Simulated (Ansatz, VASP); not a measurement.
# Cross-check of CaMn2Bi2 between VASP and Ansatz

Wanted: the spread between two codes on one cell, functional and k mesh.

Program: Ansatz 0.2.0. Level of theory: plane waves, with VASP 6.6.1 beside it; single point at HSE06. Results are calculated unless marked as measured.

## Step 1: The starting structure

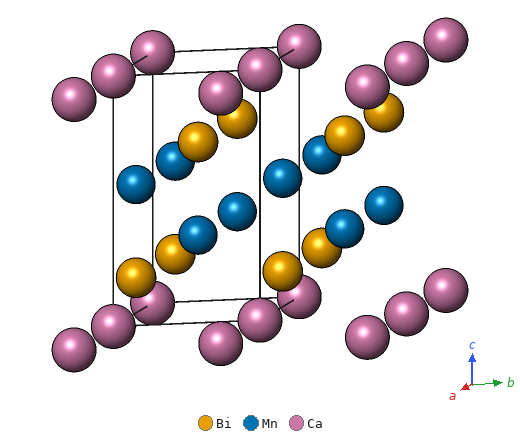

The cell as given, slightly off an axis (bismuth orange, manganese blue, calcium pink). 2×2×1 cells are drawn. Some periodic images of atoms are drawn too.

## Step 2: Ansatz: single point, HSE06

Ansatz runs on its default PAW (the set named soft_2) files.

A single point gives forces, pressure and levels at one fixed geometry, so differences don't come from the geometry; what else differs is listed under the comparison.

The input, input.yaml:

```yaml
crystal:
  lattice:
    - [4.6263818529, 0.0, 0.0]
    - [-2.3131909265, 4.0065642123, 0.0]
    - [0.0, 0.0, 7.728792]
  atoms:
    - { symbol: Bi, position: [0.3333333333, 0.6666666667, 0.751191] }
    - { symbol: Bi, position: [0.6666666667, 0.3333333333, 0.248809] }
    - { symbol: Mn, position: [0.3333333333, 0.6666666667, 0.379265], spin: 4.8 }
    - { symbol: Mn, position: [0.6666666667, 0.3333333333, 0.620735], spin: 4.8 }
    - { symbol: Ca, position: [0.0, 0.0, 0.0] }
hamiltonian:
  xc: { exchange: pbe, correlation: pbe, exx: { coeff: 0.25, omega: 0.2 } }
  pseudopotentials: { kind: paw }
magnetization:
  spin_polarized: true
kpoints:
  mp_grid: { grid: [5, 5, 3] }
scf:
  occupations: { method: methfessel_paxton, width: 0.15 }
  n_extra_bands: 11
output:
  forces: true
  stress: true
  eigenvalues: true
```

Run with:

```bash
ansatz run input.yaml --threads 4 --pin off --max-ram 9216MiB --backend cpu --events-out ev --progress --plain --runs-dir out
```

Numbers of over 12 decimals in the logs are rounded to 6 here.

Output:

```text
Warning: the band count 46 (scf.n_extra_bands) hosts the net moment |M| = 9.6000 μB (N_el = 70) but caps the reachable moment at 2·n_bands − N_el = 22.0000 μB, below the 48 bands that the automatic rule leaves for it — a moment growing past the seed, or the majority channel's smearing tail, pins there with fewer empty majority states than that count leaves; raise or omit scf.n_extra_bands unless the cap is intended
Warning: output.stress: scf.convergence.dr2_threshold = 1e-7 eV (the SCF's general default) is looser than the 5e-10 eV advised for a printed stress (1e-10 eV for each atom of the cell: 5). What an SCF threshold leaves in a stress goes as its square root, and in the free energy as the threshold itself, and one threshold admits the most on a small cell: [figures from the program's tests cut] Set scf.convergence.dr2_threshold to 5e-10 eV or tighter. The threshold is an SCF's pass mark: one that does not reach it within its budget of iterations ends unconverged, or closes short of it on a stop that the run arms, and scf.convergence.dr2_threshold's page says what that costs each kind of run
Warning: output.stress: scf.exx.energy_threshold = 1e-6 eV is looser than the 5e-8 eV advised for a stress under a hybrid functional (1e-8 eV for each atom of the cell: 5). Every SCF of the exchange loop can meet its threshold on dr2 while the loop round them stops early: no threshold on dr2 bounds what that leaves in the stress. Set scf.exx.energy_threshold to 5e-8 eV or tighter. The threshold is the loop's pass mark: a loop that does not reach it within its budget of cycles ends unconverged, and scf.exx.energy_threshold's page has the law
scf.n_extra_bands = 11 over 35 filled bands (N_el = 70.0): the run solves 46 bands
Engine: ansatz 0.2.0, aarch64-unknown-linux-gnu
Pseudopotentials: kind: paw
Pseudopotential: Bi, paw, valence charge 15, recommended cutoff 420 eV (normal), Bi.paw.azcp
Pseudopotential: Mn, paw, valence charge 15, recommended cutoff 420 eV (normal), Mn.paw.azcp
Pseudopotential: Ca, paw, valence charge 10, recommended cutoff 420 eV (normal), Ca.paw.azcp
Functional definition: unnamed
  parameter a_1 = 0.25
  parameter omega_1 = 0.2/angstrom
  exchange = pbe_x + (-a_1)*pbe_x_sr(omega_1) + a_1*exact_x_sr(omega_1)
  correlation = pbe_c
Crystal: 5 atoms, lattice volume = 143.260 Å³
Basis set: ecut = 420 eV, 2791 PW (Γ), exchange–correlation on 64×64×108 points (8 copies of the dense FFT grid, shifted against one another)
Bands: 46, of which v1, the nominal top of the filled ones, is band 35 counted from 1 (34 counted from 0)
Symmetry: 12 space group operations
Space group: P-3m1 (ITA 164), of the structure as read, at distance tolerance 5.2e-5 Å
Magnetic group: BNS 164.85 (UNI 1315), of the structure as read, at distance tolerance 5.2e-5 Å
k-points: 12 of 75
Non-local potential: Bi, projectors of the file, l = 0: 2, l = 1: 2, l = 2: 2, l = 3: 2
Non-local potential: Mn, projectors of the file, l = 0: 3, l = 1: 2, l = 2: 3, l = 3: 1
Non-local potential: Ca, projectors of the file, l = 0: 3, l = 1: 2, l = 2: 2
PAW form: soft (Blöchl's): semilocal exchange-correlation on the pseudo side does not see the compensation charge
PAW frozen core: Bi, regenerated for the run's functional, and the local potential with it (the file was generated under x = pbe(κ = 0.804, μ = 0.219515), c = pbe(β = 0.066725))
PAW frozen core: Mn, regenerated for the run's functional, and the local potential with it (the file was generated under x = pbe(κ = 0.804, μ = 0.219515), c = pbe(β = 0.066725))
PAW frozen core: Ca, regenerated for the run's functional, and the local potential with it (the file was generated under x = pbe(κ = 0.804, μ = 0.219515), c = pbe(β = 0.066725))
PAW one-centre angular grid: Bi, 590 points (default); XC on 64 Gauss nodes
PAW one-centre angular grid: Mn, 590 points (default); XC on 64 Gauss nodes
PAW one-centre angular grid: Ca, 110 points (default); XC on 64 Gauss nodes
Initial density: superposition of atomic densities (chi_scale 0.1, normalization cell, long waves kept (reshape's long-wave potential 0.06 eV rms))
Starting moments: Σ|m| = 9.6 μB on 2 of 5 sites
Initial wavefunctions: pseudopotential atomic-orbital guess
Functional: x = pbe(κ = 0.804, μ = 0.219515), c = pbe(β = 0.066725), warm-up for x = pbe(κ = 0.804, μ = 0.219515) + 0.25 (exact − pbe) at short range (hse, ω = 0.2 Å⁻¹), c = pbe(β = 0.066725)
iter 1 solved again at ethr=1.91e-2 eV; its pass at ethr=1.00e-1 eV (dr2=1.34e1 eV) is discarded
SCF iter   1: F=—  HF=-34408.666321 eV  |F-HF|=—  |Δ(HF+E_count)|=         —  Δρ=7.92e-2 (↑2.08e-2 ↓7.92e-2)  dr2=1.31e1  dr2_m=1.74e0  M=7.574 μB ∫|m|=7.942 μB  β_m=0.30  ethr=1.91e-2  ⟨swp⟩=3.0  Hψ=5674  notcnv=0
preconditioner: auto → Kerker (q_TF=auto, 2.421 Å⁻¹)  [metal: Δε(μ)=0.016 eV  Ē_g=12.610 eV  σ=0.150 eV  W_gap=0.09  n_scr=34 (ndim 8)  ℏωp=21.0 eV  f_vac=0.005  D(μ)=10.83/eV (n_scr^D=134)]
spin=Collinear: Kerker preconditioning applied to the charge; magnetization (m = ρ↑ − ρ↓) channel mixes plain (no charge-response kernel on spin).
[...]
SCF iter   3: F=—  HF=-34416.478093 eV  |F-HF|=—  |Δ(HF+E_count)|=   4.53e-9  S|Δr|=    0.00e0  Δρ=2.16e-6 (↑2.16e-6 ↓2.00e-6)  dr2=5.97e-9  dr2_m=4.97e-9  M=9.946 μB ∫|m|=10.032 μB  β_m=0.60  ethr=2.64e-11  ⟨swp⟩=5.9  Hψ=2873  notcnv=0  defer=5
SCF iter   4: F=—  HF=-34416.478093 eV  |F-HF|=—  |Δ(HF+E_count)|=   1.40e-9  S|Δr|=    0.00e0  Δρ=6.47e-7 (↑6.47e-7 ↓3.94e-7)  dr2=3.98e-9  dr2_m=2.67e-10  M=9.946 μB ∫|m|=10.032 μB  β_m=0.65  ethr=8.38e-12  ⟨swp⟩=5.0  Hψ=2825  notcnv=0  defer=3
SCF iter   5: F=—  HF=-34416.478093 eV  |F-HF|=—  |Δ(HF+E_count)|=  5.53e-10  S|Δr|=    0.00e0  Δρ=2.15e-7 (↑1.40e-7 ↓2.15e-7)  dr2=8.89e-10  dr2_m=6.81e-12  M=9.946 μB ∫|m|=10.032 μB  β_m=0.63  ethr=5.51e-12  ⟨swp⟩=4.2  Hψ=2231  notcnv=0  defer=3
SCF iter   6: F=-34416.478093 eV  HF=-34416.478093 eV  |F-HF|=7.28e-12  |Δ(HF+E_count)|=  2.04e-10  S|Δr|=    0.00e0  Δρ=7.06e-8 (↑7.06e-8 ↓6.61e-8)  dr2=2.98e-11  dr2_m=5.02e-12  M=9.946 μB ∫|m|=10.032 μB  ethr=1.74e-12 (applied; sched 1.24e-12)  ⟨swp⟩=3.6  Hψ=2093  notcnv=0  defer=1
SCF 6 converged in 6 iterations: F = -34416.478093 eV  dr2 = 2.98e-11
  Residual-converged pass: ⟨swp⟩=3.1  Hψ=2601  notcnv=0  max |occ|·‖R‖ = 2.7e-7 eV (tolerance 2.7e-7 eV)  dr2=3.05e-11  dr2_m=5.77e-12  dr2_onsite=3.99e-12  max |Δocc| = 5.6e-13
hybrid outer 5: dexx = +4.252e-7 eV, tail = 6.85e-8 eV, Δε = 5.84e-4 eV (about 2.62e-4 eV left of the loop's levels), ΔF = 6.21e-4 eV/Å (tail 1.56e-3)
Exchange kernel: α = 0.2500, screened, ω = 0.2000 Å⁻¹, Wigner–Seitz truncation, v(0) = 1130.3232 eV·Å³, q-mesh 5×5×3, nearest image of the exchange supercell L = 23.13 Å, pair-density grid 24×24×36, without the augmentation charges, whose exchange is taken in its separable form by FFT convolution over the k-point mesh (sized by the pseudopotential files, 27×27×54 at the most), smooth part of the exact exchange by density-matrix convolution
Frozen-core exchange: fock
SCF iter   1: F=—  HF=-34416.478093 eV  |F-HF|=—  |Δ(HF+E_count)|=         —  Δρ=8.57e-7 (↑8.57e-7 ↓4.52e-7)  dr2=4.53e-9  dr2_m=4.32e-10  M=9.946 μB ∫|m|=10.032 μB  β_m=0.30  ethr=4.17e-10  ⟨swp⟩=9.2  Hψ=3682  notcnv=0
SCF iter   2: F=—  HF=-34416.478093 eV  |F-HF|=—  |Δ(HF+E_count)|=   1.01e-8  S|Δr|=    0.00e0  Δρ=6.85e-7 (↑6.85e-7 ↓6.30e-7)  dr2=1.12e-9  dr2_m=4.60e-10  M=9.946 μB ∫|m|=10.032 μB  β_m=0.38  ethr=5.37e-12  ⟨swp⟩=6.5  Hψ=3076  notcnv=0  defer=5
SCF iter   3: F=—  HF=-34416.478093 eV  |F-HF|=—  |Δ(HF+E_count)|=  3.71e-10  S|Δr|=    0.00e0  Δρ=4.89e-7 (↑4.89e-7 ↓4.39e-7)  dr2=2.47e-10  dr2_m=2.49e-10  M=9.946 μB ∫|m|=10.032 μB  β_m=0.59  ethr=2.11e-12 (applied; sched 1.49e-12)  ⟨swp⟩=5.7  Hψ=2726  notcnv=0  defer=10
SCF iter   4: F=-34416.478093 eV  HF=-34416.478093 eV  |F-HF|=7.28e-11  |Δ(HF+E_count)|=  9.46e-11  S|Δr|=    0.00e0  Δρ=1.77e-7 (↑1.77e-7 ↓1.72e-7)  dr2=1.08e-10  dr2_m=3.30e-11  M=9.946 μB ∫|m|=10.032 μB  ethr=1.71e-12 (applied; sched 1.00e-12)  ⟨swp⟩=3.2  Hψ=2078  notcnv=0
SCF 7 converged in 4 iterations: F = -34416.478093 eV  dr2 = 1.08e-10
  Residual-converged pass: ⟨swp⟩=3.4  Hψ=2391  notcnv=0  max |occ|·‖R‖ = 2.6e-7 eV (tolerance 2.7e-7 eV)  dr2=1.10e-10  dr2_m=3.54e-11  dr2_onsite=2.14e-11  max |Δocc| = 1.8e-13
hybrid outer 6: dexx = +3.176e-8 eV, tail = 5.93e-9 eV, Δε = 1.21e-4 eV (about 6.14e-5 eV left of the loop's levels), ΔF = 1.53e-4 eV/Å (tail 2.51e-4)
this state was not tested for a lower state beside it, because the functional holds exact exchange (a hybrid, or Hartree-Fock), whose exchange loop this test does not read (fock_operator); the stability check (scf.self_checks: high) cannot read this state: a pseudopotential is PAW: the check reads norm-conserving sets alone
hybrid SCF converged: 6 outer / 38 inner (+21 warm-up), last move |dexx| = 3.18e-8 eV, tail = 5.93e-9 eV
Magnetization: 9.9457 μB (39.9728 up, 30.0272 down)
Absolute magnetization: 10.0347 μB (∫|ρ↑−ρ↓|, with the PAW one-centre terms)
Spin contamination: 0.0765 ħ² per cell (⟨S²⟩ above its minimum at these occupations)
Per-site moments (μB) at R_I (Å): [(0.0060835, 1.177691), (0.0060835, 1.177691), (4.582496, 1.177691), (4.582496, 1.177691), (0.051694, 1.357643)]
Free energy (F): -34416.478093 eV
Frozen-core exchange: fock
Harris-Foulkes:  -34416.478093 eV  (|F-HF|=7.28e-11)
Internal energy: -34416.477660 eV  (E = F + TS)
E sigma→0 (E₀):  -34416.477985 eV
Entropy (-TS):   -0.000433 eV (-0.087 meV/atom)
Fermi energy:    9.825266 eV
--- Per-component energies (eV) ---
  E_band       = -1184.951932
  E_kinetic    = 1478.901640
  E_local      = -9379.502040  (includes V_loc(G=0)·N_el)
  E_nonlocal   = 1687.704397
  E_hartree    = 3596.514874
  E_xc         = -526.942160
  E_vxc        = -587.557279  (∫ρ·V_xc dr)
  E_exx        = -233.097356  (= α·E_x^exact, valence–valence)
  E_paw        = -24712.196091  (= ΣΔE_a)
  E_vpaw       = -1111.332595  (= ΣTr[D̂ρ^β])
  E_aug_tail   = -0.000909  (compensation charges beyond the density's cutoff)
  E_ewald      = -6327.619307
  E_core_change = -0.240708  (= ΣΔE_core)
  E_smearing   = -0.000433  (= −TS)
  E_closure    = 0.000001  (closes the sum)
  Σ components = -34416.478093   (vs F -34416.478093, Δ=-7.28e-12)
--- Forces (eV/Å), atoms counted from 1 ---
  atom   1  Bi    -0.00000000     0.00000000     0.31211861
  atom   2  Bi     0.00000000    -0.00000000    -0.31211861
  atom   3  Mn    -0.00000000     0.00000000    -0.13720428
  atom   4  Mn     0.00000000    -0.00000000     0.13720428
  atom   5  Ca     0.00000000    -0.00000000     0.00000000
  max |Σ_I F_I| component: 9.25e-18 eV/Å
--- Stress (GPa, compression-positive) ---
        1.873625       0.000000      -0.000000
        0.000000       1.873625       0.000000
        0.000000       0.000000       1.119155
  P = ⅓ Tr σ = 1.6221 GPa (16.221 kbar)
--- Band table (eV; the first three rows and the last of 24) ---
  k-point 0 ↑: bands = [... 31 lower, 3.5118, 3.8126, 3.8126, 4.0574, 8.3735, 8.3735, 9.6531, 9.9902, ... 7 higher]
  k-point 1 ↑: bands = [... 31 lower, 3.6228, 3.8094, 3.8094, 4.7397, 7.7475, 8.6690, 8.6690, 9.4295, ... 7 higher]
  k-point 2 ↑: bands = [... 31 lower, 3.5795, 3.6803, 3.7923, 4.4792, 6.5437, 7.4760, 7.8996, 9.0399, ... 7 higher]
  k-point 11 ↓: bands = [... 31 lower, 10.6043, 10.6894, 10.8739, 11.5217, 11.8353, 11.9702, 12.0593, 12.1890, ... 7 higher]
```

Wall time 2.8 min (4 threads of Arm Neoverse V1, shared host); peak memory 2.9 GiB; 10 min of CPU time.

The run ends at a pressure of 1.62 GPa, with forces up to 0.31 eV/Å.

[end of part 1 of 2]

[Lines on the potential files, build, host, timing and source positions are cut from VASP's logs without a mark.]

[Logs are printed without paths, hosts, clocks, repeated set-up lines and the standing remarks that a program may print on its own settings, such as how far it seeks lower states.]

[Hosts, paths, dates, database ids (printed as entryN), source tags and the programs' standing remarks are cut or masked in the printed files.]
